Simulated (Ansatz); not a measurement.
# CH$_{2}$FGeN: what the fields show

The calculation's input:

```
crystal:
  periodic: [false, false, false]
  atoms:
    - { symbol: "N", position_ang: [0.3155, -2.3005, 1.056] }
    - { symbol: C, position_ang: [0.148, -1.211, 0.5654] }
    - { symbol: Ge, position_ang: [-0.0698, 0.5079, -0.23] }
    - { symbol: F, position_ang: [-1.3438, 0.516, -1.3045] }
    - { symbol: H, position_ang: [1.2483, 0.8469, -1.0305] }
    - { symbol: H, position_ang: [-0.2562, 1.5767, 0.8973] }
basis:
  gaussian: { orbitals: def2-SVP }
hamiltonian:
  xc: r2scanh
relax:
  f_tol: 0.02
  max_steps: 50
output:
  orbitals: {}
```

Run with:

```sh
ansatz run input.yaml --threads 2 --pin off --max-ram 3072MiB --backend cpu --events-out ev --progress --plain --runs-dir out
```

The fields are those of the run's last geometry, not of the input's.

All numbers below come from RKS r2SCANh/def2-SVP in Ansatz 0.2.0.

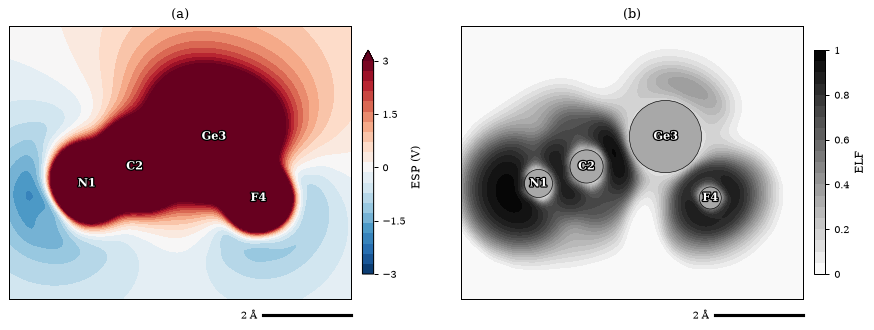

Figure 1. (a) electrostatic potential; (b) electron localisation function on the plane of atoms C2, Ge3 and F4. Grey discs cover the atomic cores in the ELF map.

### Describe what can be read from this map.

The section cuts through N, C, Ge and F sites. C–N (1.16 Å): the ELF peaks at about 0.85 between the atoms (a short, multiple covalent bond). Ge–F (1.73 Å): the ELF peaks at about 0.80 in the valence shell of F, 0.5 Å from its nucleus, and is about 0.25 at the midpoint. C–Ge (1.92 Å): the ELF peaks at about 0.95 in the valence shell of C, 0.7 Å from its nucleus, and is about 0.65 at the midpoint. The ELF also peaks beside F4 and N1, away from the bonds: lone-pair regions. Outside the dense part of the molecule the potential is most negative (−1.9 V) near N1.

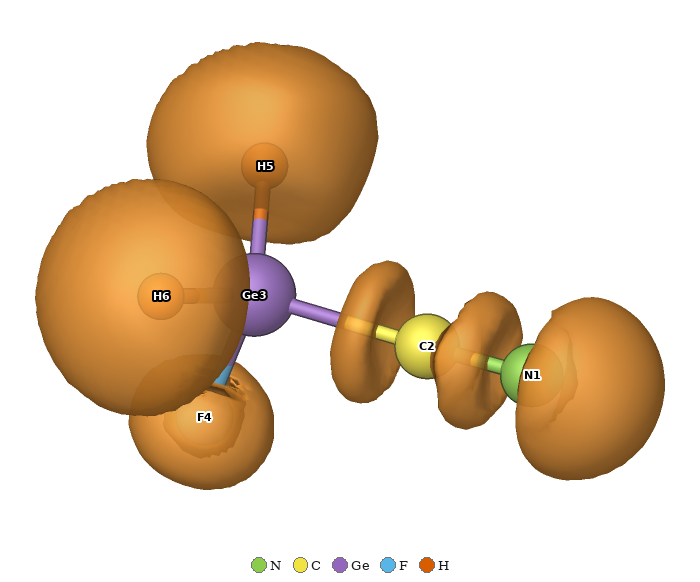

Figure 2. Isosurface of the ELF at 0.8 (orange), seen at a tilt. Only the valence region is drawn (cores and ρ < 0.01 e/Å³ removed).

### Describe the localisation domains.

The ELF exceeds this value in one region between bonded C–N atoms (shared pairs), two regions around hydrogen nuclei, one lobe of the valence shell of C pointing towards Ge (polar bonds), one lobe on N, pointing away from the bonds (lone pairs) and one region wrapped around F (its valence shell).

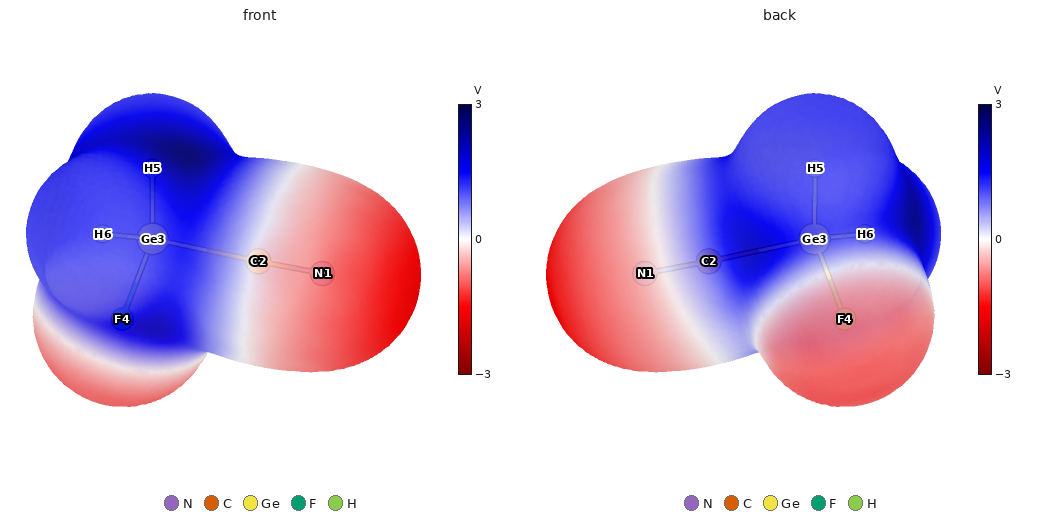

Figure 3. The electrostatic potential painted on the density surface at 0.002 e/bohr³, seen from the front and from behind; the colour scale runs from red (negative) to blue (positive).

### Which sites attract a positive test charge, and which a negative one?

A positive charge is drawn to the negative regions and a negative charge to the positive ones. The most negative region (about −1.6 V) lies over N1, the most positive (about +2.6 V) over Ge3. N1 is the likeliest acceptor of a hydrogen bond.
